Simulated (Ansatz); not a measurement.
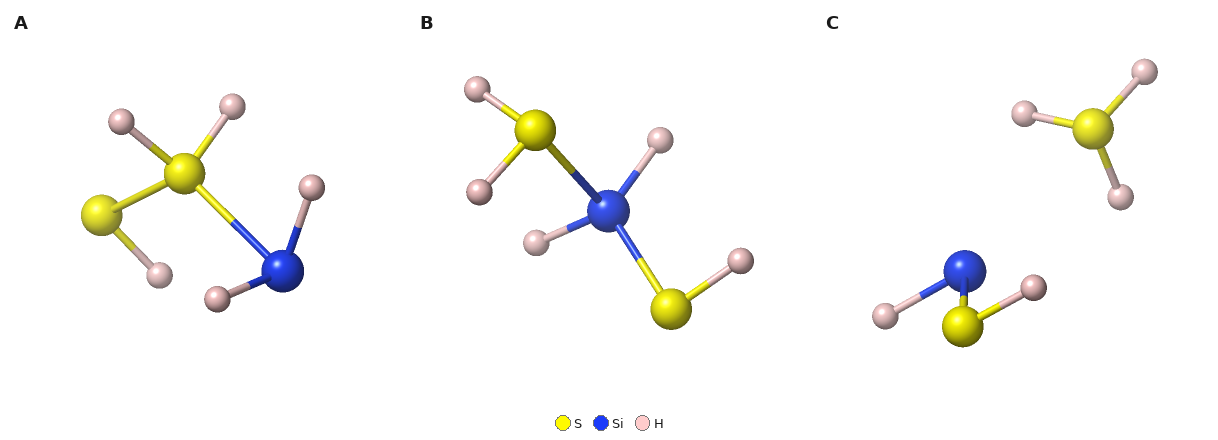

3 stationary structures of one formula. The species has charge +1 and is a spin singlet. Geometries: PBE-D4/def2-SVP. Electronic energies: PBE-D4/def2-SVP (Ansatz 0.2.0), without zero-point energy. No frequency run is at hand to confirm each as a minimum. Each is one conformer, not always the lowest.

Which is lowest in energy, and by how much?

B is lowest; C lies 2.194 eV above it (C1), A lies 4.104 eV above it (C1).
